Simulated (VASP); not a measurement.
Energy against volume of Ge (diamond). Method: PBE GGA with D3 dispersion (zero damping), VASP's PBE PAW potentials (set 64) (plane waves; VASP).

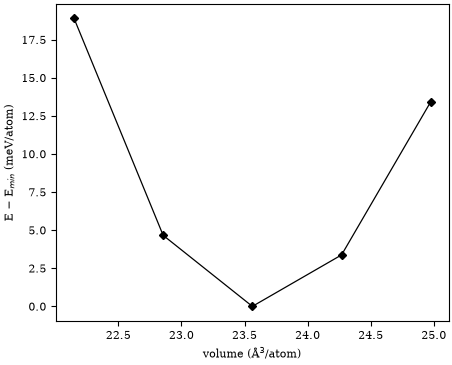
Figure: Energy against volume

Estimate the equilibrium volume and the bulk modulus.

The minimum lies near 23.6 Å³/atom, and the curvature gives B0 of about 60 GPa.

Measured: bulk modulus 77.3 GPa at 0 K (computed value off by -22.4 %), as given by Tanner et al., (2021), arXiv:2110.11888 [low-temperature value with the zero-point effect removed]; a 5.644 Å at 0 K (computed value off by +1.6 %), as given by Daniel Mejia-Rodriguez et al., Physical Review B (2018), arXiv:1807.09216 [static lattice: zero-point anharmonic expansion removed].

The compound is Ge in the diamond structure. It was relaxed first.
